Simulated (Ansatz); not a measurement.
# PBE-QIDH/aug-cc-pVDZ run of C2H2F2 (vinylidene fluoride)

Aim: the electronic atomisation energy of C2H2F2 (vinylidene fluoride) at PBE-QIDH/aug-cc-pVDZ, from 4 runs. 

The calculation is run with Ansatz 0.2.0.

## Step 1: The molecule

C2H2F2: 6 atoms, total charge 0, spin state singlet. As SMILES, `C=C(F)F`. Geometry: relaxed at PBE0-D4/def2-TZVP.

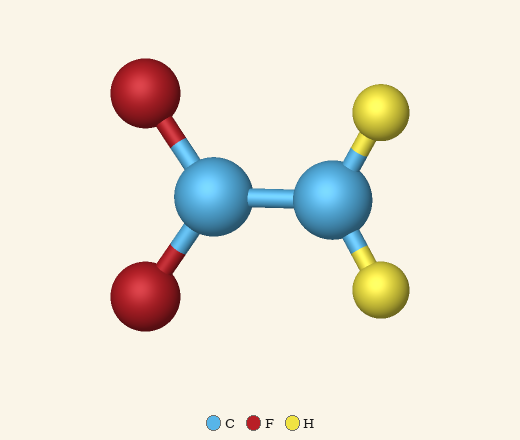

The structure, seen from a chosen angle (carbon blue, fluorine red, hydrogen yellow).

## Step 2: A single-point energy at PBE-QIDH/aug-cc-pVDZ

molecule.yaml reads:

```yaml
crystal:
  periodic: [false, false, false]
  atoms:
    - {symbol: C, position_ang: [-0.115900, 0.471000, -0.544400]}
    - {symbol: C, position_ang: [0.105000, -0.394600, 0.420100]}
    - {symbol: F, position_ang: [-0.454900, -0.363600, 1.607600]}
    - {symbol: F, position_ang: [0.919200, -1.422100, 0.343000]}
    - {symbol: H, position_ang: [0.394200, 0.360600, -1.488400]}
    - {symbol: H, position_ang: [-0.805600, 1.284800, -0.384200]}
basis:
  gaussian:
    orbitals: aug-cc-pVDZ
hamiltonian:
  xc: {name: PBE-QIDH}
correlation:
  frozen_orbitals: {C: 1, F: 1, H: 0}
accuracy: high
output: {orbitals: {seedname: orbitals}}
```

The run is started by

```bash
$ ansatz run molecule.yaml --threads 1 --pin off --max-ram 3480MiB --events-out events.jsonl --progress --plain --runs-dir runs
```

Output:

```text
Warning: RAYON_NUM_THREADS=1 ignored (pool sized by the plan → 1); use --threads N
Functional definition: PBE-QIDH
  name "PBE-QIDH"
  parameter a = 3^(-1/3)
  parameter c = 1/3
  exchange = (1 - a)*pbe_x + a*exact_x
  correlation = (1 - c)*pbe_c + c*(mp2_os + mp2_ss)
2192 factors; integrals over basis functions are off by at most 3.1e-9 eV
mean field evaluation 1: about -7520.3457 eV, gradient 3.8e1 eV
mean field evaluation 2: about -7520.3462 eV, gradient 3.8e1 eV
mean field evaluation 4: about -7523.3538 eV, gradient 3.0e0 eV
mean field evaluation 8: about -7523.3849 eV, gradient 7.5e-2 eV
mean field evaluation 16: about -7523.3849 eV, gradient 3.5e-6 eV
mean field -7523.38488724 eV, -276.4792950726 hartree, gradient 1.4e-8 eV, S^2 0.000000; 0 other end points of the search recorded, 0 dependent functions left out
4 core orbitals not correlated: weight in the atoms' cores, before any rotation towards them, 1.000 or more for the frozen orbitals, at most 0.000 for the correlated occupied ones
reference -7523.38488941 eV, -276.4792951524 hartree; 12, 12 occupied and 94, 94 virtual orbitals, 2192 factors
second order -20.58961949 eV of doubles, -0.00000000 eV of singles
Total energy: -7530.24809591 eV, -276.7315133391 hartree
```

Run time: 11 s. Hardware: 1 thread of Arm Neoverse V1, shared host; peak memory 0.34 GiB.

## Step 3: The C atom, same level

run.yaml reads:

```yaml
basis:
  gaussian:
    orbitals: aug-cc-pVDZ
crystal:
  periodic: [false, false, false]
  atoms:
    - symbol: C
      position_ang: [0.000000, 0.000000, 0.000000]
accuracy: high
hamiltonian:
  xc: {name: PBE-QIDH}
magnetization:
  spin_polarized: true
  initial_magnetization: 2
correlation:
  frozen_orbitals: {C: 1}
```

Run the same way, it converges to -37.79146 Eh (log not shown).

## Step 4: The F atom, same level

input.yaml reads:

```yaml
crystal:
  periodic: [false, false, false]
  atoms:
    - {symbol: F, position_ang: [0.000000, 0.000000, 0.000000]}
basis:
  gaussian:
    orbitals: aug-cc-pVDZ
magnetization:
  spin_polarized: true
  initial_magnetization: 1
correlation:
  frozen_orbitals: {F: 1}
accuracy: high
hamiltonian:
  xc: {name: PBE-QIDH}
```

The run is started by

```bash
$ ansatz run input.yaml --threads 1 --pin off --max-ram 3480MiB --events-out events.jsonl --progress --plain --runs-dir runs
```

Output (excerpt; [...] marks lines left out):

```text
Warning: RAYON_NUM_THREADS=1 ignored (pool sized by the plan → 1); use --threads N
[... 2 set-up lines as earlier in the session ...]
[...]
199 factors; integrals over basis functions are off by at most 2.8e-9 eV
[...]
mean field -2709.27906368 eV, -99.5641691751 hartree, gradient 4.3e-9 eV, S^2 0.752558; 0 other end points of the search recorded, 0 dependent functions left out
1 core orbitals not correlated: weight in the atoms' cores, before any rotation towards them, 1.000 or more for the frozen orbitals, at most 0.000 for the correlated occupied ones
reference -2709.27906449 eV, -99.5641692047 hartree; 4, 3 occupied and 18, 19 virtual orbitals, 199 factors
second order -4.62007107 eV of doubles, -0.00000000 eV of singles
Total energy: -2710.81908818 eV, -99.6207640314 hartree
```

Run time: 0.47 s. Hardware: 1 thread of Arm Neoverse V1, shared host.

## Step 5: The H atom

molecule.yaml reads:

```yaml
crystal:
  periodic: [false, false, false]
  atoms:
    - {symbol: H, position_ang: [0.000000, 0.000000, 0.000000]}
basis:
  gaussian:
    orbitals: aug-cc-pVDZ
magnetization:
  spin_polarized: true
  initial_magnetization: 1
hamiltonian:
  xc: {name: PBE-QIDH}
correlation:
  frozen_orbitals: {H: 0}
accuracy: high
```

Run the same way, it converges to -0.50137 Eh (log not shown).

## Step 6: Results

At PBE-QIDH/aug-cc-pVDZ, 4 core orbitals frozen:

| quantity | value |
| --- | --- |
| molecule: total energy | -276.73151 Eh |
| molecule: HOMO energy (SCF part's orbitals) | -9.79 eV |
| molecule: LUMO energy (SCF part's orbitals) | 0.69 eV |
| molecule: HOMO–LUMO gap (SCF part's orbitals) | 10.47 eV |
| C atom: total energy | -37.79146 Eh |
| C atom: ⟨S²⟩ | 2.006 |
| F atom: total energy | -99.62076 Eh |
| F atom: ⟨S²⟩ | 0.753 |
| H atom: total energy | -0.50137 Eh |
| H atom: ⟨S²⟩ | 0.750 |
| electronic atomisation energy | 24.608 eV |

Taking the molecule apart into free atoms costs 24.61 eV (567 kcal/mol), before zero-point energy and without spin-orbit coupling.
